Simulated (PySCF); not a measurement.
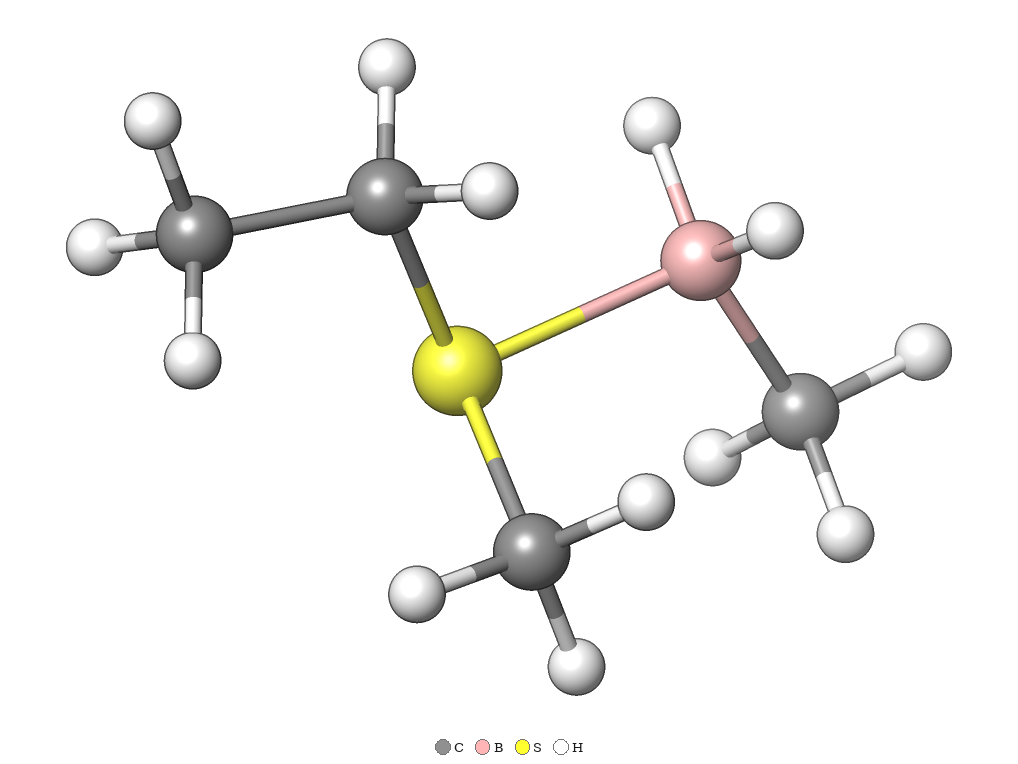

The geometry was computed by an optimisation with GFN2-xTB. No frequency run is at hand to confirm it as a minimum. Properties computed with PBE0/pcSseg-1, gas phase (PySCF 2.14.0).

What does the calculation give?

The species is C4H13BS (`C[BH2-][S@@+](C)CC`).
- dipole moment: 4.74 D
- HOMO energy (Kohn–Sham orbital): −7.67 eV
- LUMO energy (Kohn–Sham orbital): 0.40 eV
- HOMO–LUMO gap: 8.07 eV

The geometry is semi-empirical. Around B such bond lengths and angles can be off by a tenth of an ångström or more and by several degrees, and values that hang on the shape move with them.
